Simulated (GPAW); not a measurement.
# InSb3: optical spectrum from first principles, part 2 of 2

Aim: the dielectric function of InSb3, and the optical constants that follow from it.

GPAW 26.7.0; DFT, PBE, plane-wave PAW (GPAW data sets), scalar-relativistic, RPA, optical limit.

So far. Step 2 (Ground state): There are states at the Fermi level within the smearing, so the occupations stay smeared and the carriers get a Drude term.

**4. Dielectric function, RPA**

Transitions between filled and empty bands, summed over the zone, give the optical response, so mesh, band count and broadening shape it.

The induced potential is part of this response.

This step: DFT, PBE, plane-wave PAW (GPAW data sets), scalar-relativistic, RPA, optical limit (GPAW 26.7.0).

df.py

```python
from gpaw.response.df import DielectricFunction

df = DielectricFunction('full.gpw', frequencies={'type': 'nonlinear', 'domega0': 0.03, 'omega2': 8},
                        ecut=30,
                        eta=0.15,
                        nbands=80,
                        rate=0.1,
                        txt='df.txt')
for direction in ['x']:
    df.get_dielectric_function(xc='RPA', direction=direction, filename=f'df_{direction}.csv')
```

On the command line:

```bash
> OMP_NUM_THREADS=1 python df.py
```

Log:

```text
Using integrator: PointIntegrator
NonLinearFrequencyDescriptor(from 0.000 to 58.991 eV, 486 points)
Nonperiodic BCs:  [False False False]
Using integrator: PointIntegrator
NonLinearFrequencyDescriptor(from 0.000 to 58.991 eV, 486 points)
Nonperiodic BCs:  [False False False]
Using integrator: PointIntegrator

Calculating chi0 body with:
    Ground state adapter containing:
    Number of spins: 1
    Number of kpoints: 512
    Number of irreducible kpoints: 29
    Number of completely occupied states: 26
    Number of partially occupied states: 33

    Linear response parametrization:
    q_c: [0.0, 0.0, 0.0]
    Number of frequency points: 486
    Planewave cutoff: 30.0
    Number of bands: 80
    Number of planewaves: 51
    Broadening (eta): 0.15

Integrating chi0 body.

Symmetries of q_c:
    Direct symmetries (Uq -> q): 48
    Indirect symmetries (TUq -> q): 0
In total 48 allowed symmetries.

29 groups of equivalent kpoints. 94.3359375% reduction.

Integral kind: spectral function

Calculating chi0 optical extensions with:
    Ground state adapter containing:
    Number of spins: 1
    Number of kpoints: 512
    Number of irreducible kpoints: 29
    Number of completely occupied states: 26
    Number of partially occupied states: 33

    Linear response parametrization:
    Number of frequency points: 486
    Planewave cutoff: 30.0
    Number of bands: 80
    Number of planewaves: 51
    Broadening (eta): 0.15
Integrating chi0 head and wings.

Symmetries of q_c:
    Direct symmetries (Uq -> q): 48
    Indirect symmetries (TUq -> q): 0
In total 48 allowed symmetries.

29 groups of equivalent kpoints. 94.3359375% reduction.

Integral kind: spectral function wings

Calculating drude chi0 with:
    Number of frequency points:486
    Plasma frequency decay rate: 0.1 eV

    Ground state adapter containing:
    Number of spins: 1
    Number of kpoints: 512
    Number of irreducible kpoints: 29
    Number of completely occupied states: 26
    Number of partially occupied states: 33

Symmetries of q_c:
    Direct symmetries (Uq -> q): 48
    Indirect symmetries (TUq -> q): 0
In total 48 allowed symmetries.

29 groups of equivalent kpoints. 94.3359375% reduction.

Integral kind: intraband
Plasma frequency:
[[7.65+0.j 0.  +0.j 0.  +0.j]
 [0.  +0.j 7.65+0.j 0.  -0.j]
 [0.  +0.j 0.  -0.j 7.65+0.j]]
```

Run time: 33 s. Hardware: 1 thread of Intel Xeon Platinum 8259CL at 2.50GHz (Skylake/Cascade Lake), shared host; peak memory 0.32 GiB.

Numbers from this step:

- centre of weight of the strongest loss peak in the window: 13.77 eV

Some rows of df_x.csv (energy; Re and Im without local fields; Re and Im with them):

```text
0.000000, 6000.752577, 0.000000, 5998.922457, 0.000000
0.555532, -141.727625, 136.599085, -142.648755, 134.999713
1.143969, -46.870155, 59.726747, -47.620443, 58.666031
1.768324, -24.476952, 25.366426, -24.730608, 24.297840
2.431988, -17.743219, 15.346554, -17.744178, 14.605364
3.138794, -15.365595, 10.936047, -14.473074, 10.756108
3.893091, -8.697608, 3.641778, -8.628470, 3.507427
4.699832, -5.044711, 3.432015, -5.020364, 3.203215
5.564682, -4.496122, 3.454164, -4.239461, 3.236448
6.494155, -2.862631, 1.337962, -2.828427, 1.236268
7.495775, -2.132680, 0.952989, -2.111194, 0.864420
8.578281, -1.198201, 0.894402, -1.168087, 0.714523
9.751884, -0.857658, 0.786221, -0.738610, 0.600032
11.028587, -0.438982, 0.544932, -0.324007, 0.409319
12.422601, -0.367251, 0.382972, -0.129435, 0.456842
13.950874, 0.059179, 0.259799, 0.122207, 0.382805
15.633783, 0.238011, 0.198515, 0.246614, 0.239069
17.496047, 0.429119, 0.178984, 0.418214, 0.191434
19.567954, 0.376549, 0.227456, 0.449507, 0.250732
21.887015, 0.597675, 0.087610, 0.610261, 0.089738
24.500258, 0.706757, 0.094459, 0.710705, 0.092975
```

Sum at mesh points, not converged in k. Im ε, E ∥ x against photon energy; read off at these points:

```
photon energy (eV)  Im ε, E ∥ x
              1.08         63.2
              2.50         13.6
              5.00         2.76
              7.50        0.865
             10.00        0.535
             12.50        0.434
             15.00        0.308
             17.50        0.191
             20.00        0.185
             22.50        0.103
             25.00       0.0856
```

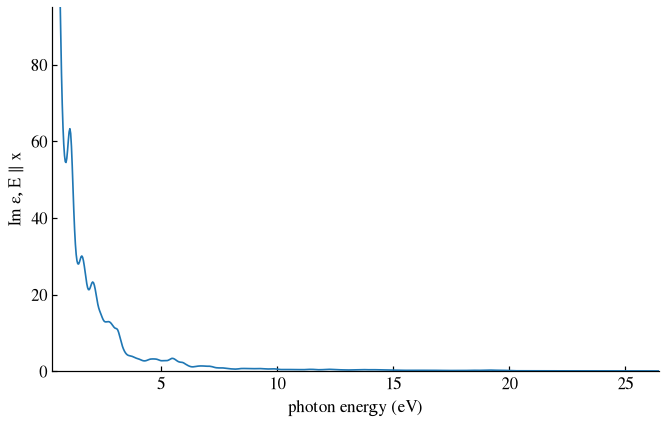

Im ε, E ∥ x, plotted against photon energy. Below 1 eV the curve runs off the scale.

Values under 1 per cm are given as 1; sum at mesh points, not converged in k. Absorption coefficient, E ∥ x against photon energy:

```
photon energy (eV)  absorption coefficient, E ∥ x (1/cm)
             2.508                                 1.1e6
             4.981                                 1.1e6
             7.496                                 1.1e6
            10.026                                 9.3e5
            12.504                                 6.8e5
            14.960                                 5.0e5
            17.496                                 2.6e5
            20.061                                 2.6e5
            22.440                                 1.5e5
            24.968                                 1.3e5
```

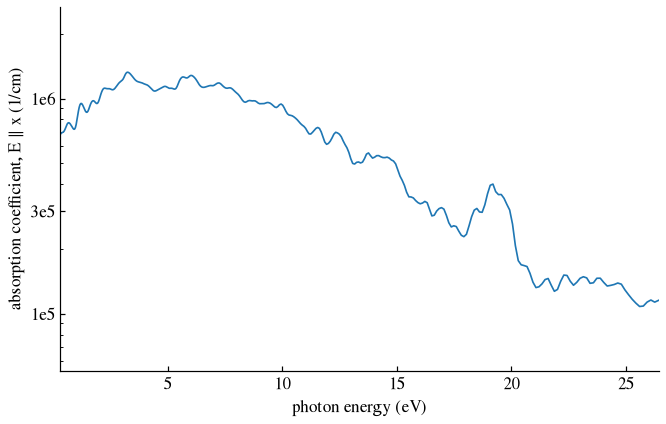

Absorption coefficient, E ∥ x, plotted against photon energy.

Sum at mesh points, not converged in k. The Im ε, E ∥ x by photon energy; read off at these points:

```
photon energy (eV)  without local fields  with local fields
                 1                  60.6               59.5
                 2                  24.2               22.6
                 3                  12.0               11.4
                 4                  3.43               3.28
                 5                  3.02               2.76
                 6                  2.10               2.09
                 7                  1.41               1.31
                 8                 0.717              0.618
                 9                 0.813              0.662
                10                 0.639              0.535
                11                 0.547              0.412
                12                 0.528              0.425
                13                 0.292              0.320
                14                 0.266              0.387
                15                 0.275              0.308
                16                 0.219              0.231
                17                 0.204              0.227
                18                 0.195              0.180
                19                 0.363              0.287
                20                 0.141              0.185
                21                0.0890             0.0953
                22                0.0907             0.0917
                23                0.0977              0.102
                24                0.0938             0.0969
                25                0.0881             0.0856
                26                0.0887             0.0760
```

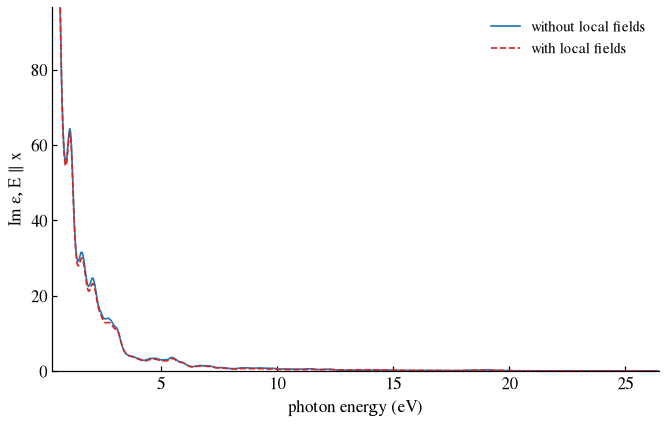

Im ε, E ∥ x against photon energy. Below 1 eV the curve runs off the scale.

The loss function −Im 1/ε at q → 0, E ∥ x has structure finer than the step of the table below, so its rows give means over 2 eV, whole bins alone (the curve runs from 0.305 to 26.4 eV). Peaks (eV: height): 11.9: 2.34, 13.0: 3.13, 15.1: 2.79.

Sum at mesh points, not converged in k. Table of loss function −Im 1/ε at q → 0, E ∥ x by energy loss; means over each step:

```
energy loss (eV)  loss function −Im 1/ε at q → 0, E ∥ x
               2                                 0.0236
               4                                 0.0537
               6                                  0.119
               8                                  0.257
              10                                  0.781
              12                                   2.09
              14                                   2.48
              16                                   1.83
              18                                  0.826
              20                                  0.710
              22                                  0.256
              24                                  0.197
```

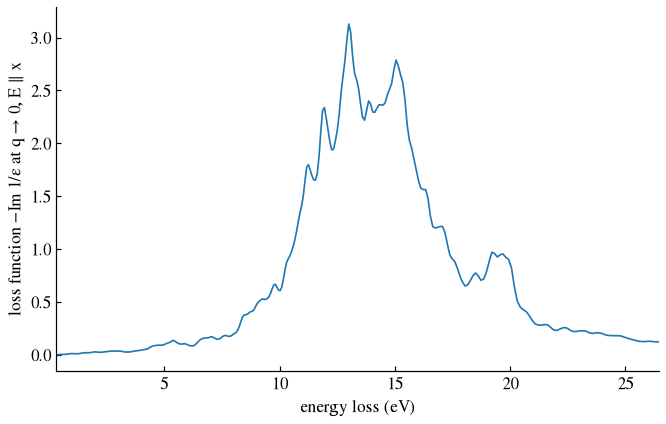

Loss function −Im 1/ε at q → 0, E ∥ x against energy loss.

The reflectivity at normal incidence, E ∥ x has structure finer than the step of the table below, so its rows give means over 2 eV, whole bins alone (the curve runs from 0.305 to 26.4 eV). Peaks (eV: height): 3.5: 83.0, 6.3: 76.3.

Sum at mesh points, not converged in k. Table of reflectivity at normal incidence, E ∥ x by photon energy; means over each step:

```
photon energy (eV)  reflectivity at normal incidence, E ∥ x (%)
                 2                                         76.8
                 4                                         75.7
                 6                                         67.1
                 8                                         65.2
                10                                         50.5
                12                                         30.5
                14                                         16.3
                16                                         9.69
                18                                         4.06
                20                                         3.80
                22                                         1.58
                24                                        0.919
```

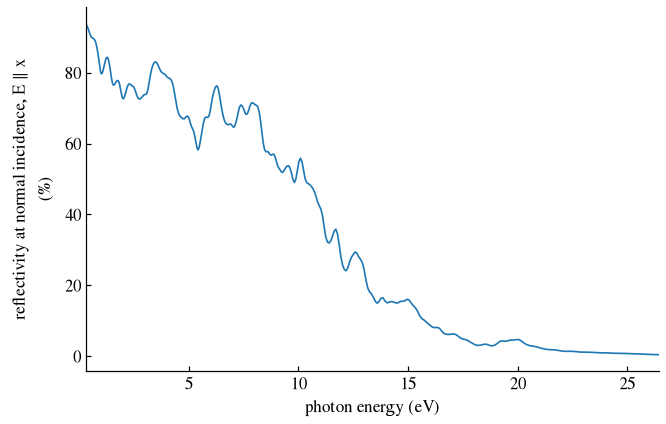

Reflectivity at normal incidence, E ∥ x against photon energy.

Optical constants at common wavelengths, from n + ik = √ε:

```
wavelength (nm)     n      k  R (%)     1/α
           1064  3.54  7.841   82.8   11 nm
            633  2.28  4.816   73.2   10 nm
            532  1.73  4.712   76.7  9.0 nm
            450  1.59  4.060   72.6  8.8 nm
            405  1.40  3.973   74.0  8.1 nm
            365  0.75  3.759   82.6  7.7 nm
            308  0.57  2.858   78.7  8.6 nm
```

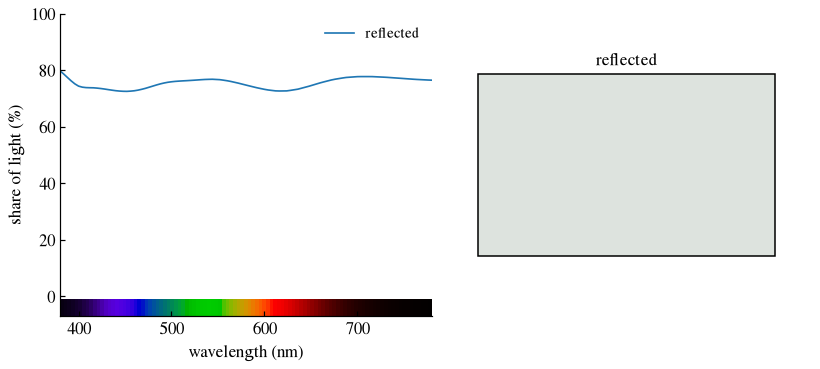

Light reflected across the visible range, with the colour that it makes of daylight (sRGB).

In reflection the computed colour is light grey: x = 0.312, y = 0.334, luminous reflectivity 75 %.

**5. Summary of results**

```yaml
centre_of_weight_of_the_strongest_loss_peak_in_the_window_first_axis: 13.8 eV
```

In words: At this level (PBE, RPA) InSb3 is a metal. The mesh is too coarse to trust the carriers' weight, the reflectivity or the colour to better than tens of per cent. In reflection the computed colour is light grey: x = 0.312, y = 0.334, luminous reflectivity 75 %. The carriers' damping of 0.1 eV is typed, not computed; it shapes the response at the lowest energies. Spin-orbit coupling is left out although heavy atoms are present. The curves end at 26 eV, about where the summed bands run out. GPAW's carrier term has the form −ωp²/(ω + i·rate)², which damps like twice the rate and fails at low energy, so the curves leave the lowest energies out. The sum runs over mesh points 0.18 Å⁻¹ apart with no interpolation, so peaks are partly noise of the mesh, and the Drude plasma energy, a sum over the Fermi surface, isn't converged.

[Machine, clock and banner lines and Python warnings are left out of the logs.]

[Logs are printed without paths, hosts, clocks, repeated set-up lines and the standing remarks that a program may print on its own settings, such as how far it seeks lower states.]

[Hosts, paths, dates, database ids (printed as entryN), source tags and the programs' standing remarks are cut or masked in the printed files.]
